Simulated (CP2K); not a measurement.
Consider fluoroethane at its PBE geometry (Å).

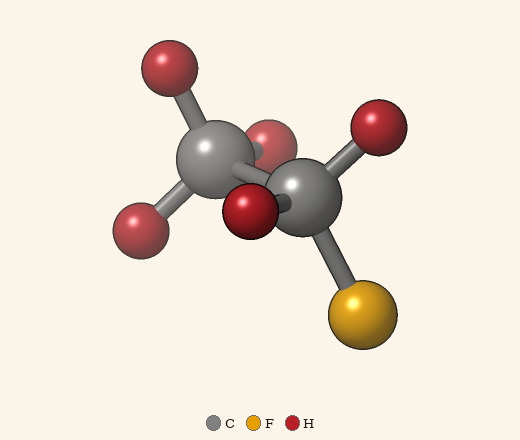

The molecule (carbon grey, fluorine orange, hydrogen red).

```xyz
8

C     0.7701    0.0956    0.0416
C    -0.7204   -0.1563    0.0062
F    -1.3682    0.8542   -0.7528
H     1.2622   -0.6929    0.6293
H     1.1942    0.0838   -0.9708
H     0.9951    1.0635    0.5074
H    -1.1681   -0.1312    1.0109
H    -0.9650   -1.1167   -0.4717
```

Method: CP2K XAS_TDP, all-electron GAPW, PBEh(45%), aug-cc-pVDZ, TDA, GW2X-corrected core level, no relativity.

Question: Where do the F K-edge lines lie, and how strong are they?

Leading lines: F3 688.70 eV. The leading line of an atom is its first one with 35 % of the strongest within 2.5 eV of its lowest line over the strength cut. Core ionisation energies at this level: F3 691.37 eV.

The first six lines of each atom with a strength over 0.0015:

```tsv
atom	energy (eV)	states	strength, one atom	above the computed threshold
F3 (bonded to C)	688.70	1	0.0316	
	689.74	1	0.0020	
	690.88	1	0.0040	
	691.87	1	0.0016	yes
	692.06	1	0.0050	yes
	692.44	1	0.0041	yes
```

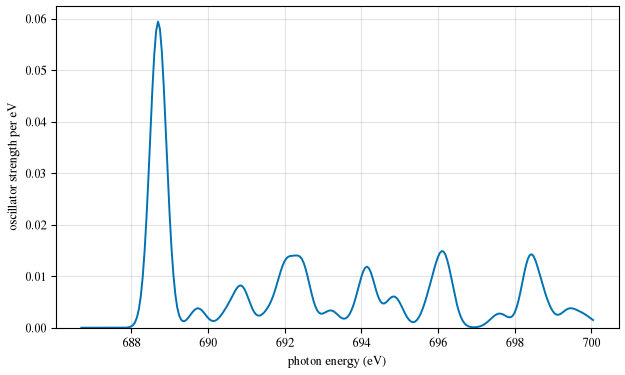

All atoms added, broadened by 0.5 eV.

Lines are vertical, at one geometry, with no vibrational structure. GW2X ionisation energies and lines can be off by 1 to 2 eV either way, and a good line position may hide errors that cancel. These values hold no scalar relativity, about 0.7 eV for F 1s. Rydberg lines, and the discretised continuum above threshold, depend on the basis and the box.

[Banner, clock and machine lines of the logs are left out without a mark of their own.]

[Logs are printed without paths, hosts, clocks, repeated set-up lines and the standing remarks that a program may print on its own settings, such as how far it seeks lower states.]

[Hosts, paths, dates, database ids (printed as entryN), source tags and the programs' standing remarks are cut or masked in the printed files.]
